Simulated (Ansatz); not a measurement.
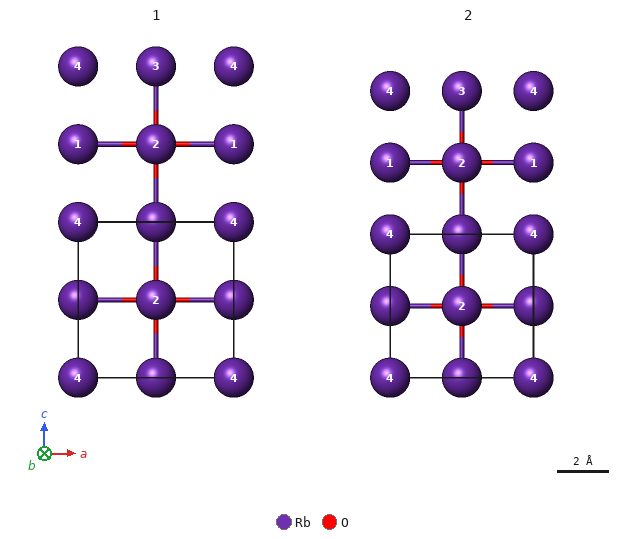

Two geometries of crystalline Rb4O (a generated structure, set up in Pm-3m) (coarse preliminary run), drawn at one scale. One is the start of a relaxation, the other its converged end. A ball-and-stick model of the cell of the calculation, repeated 1 × 1 × 2 with one cell outlined, seen along the b axis.

Theory: Ansatz 0.2.0, DFT PBE, scalar-relativistic, plane waves, PAW. Set-up: plane-wave cutoff 420 eV; k-point mesh 4 × 4 × 4; occupations gaussian; smearing width 0.1 eV; no spin polarisation; cell and atoms relaxed; force threshold 0.04 eV/Å; at most 70 steps.

Which geometry has the lower energy?

Structure 1 is the relaxed one. No atom moves by more than 0.005 Å relative to the cell. The drawn cell changes as follows: a = b = c 5.658 → 6.144 Å (+8.6 %); the volume changes by +28.0 %. Some distances before and after: O–Rb 2.829 → 3.072 Å. The space group stays Pm-3m (No. 221). After 3 accepted moves (5 points after the start) the energy has fallen by 0.493 eV per cell of the calculation. All forces vanish by symmetry, so only the cell relaxes. The pressure goes from 3.56 to 0.13 GPa. At 2 points the geometry stayed and the basis and grid were re-selected for the new cell (energy shift of 48.7 meV per cell of the calculation at most each time). The run took 42 s on 1 thread of Arm Neoverse N1, with other jobs on the host, peak memory 0.41 GiB.
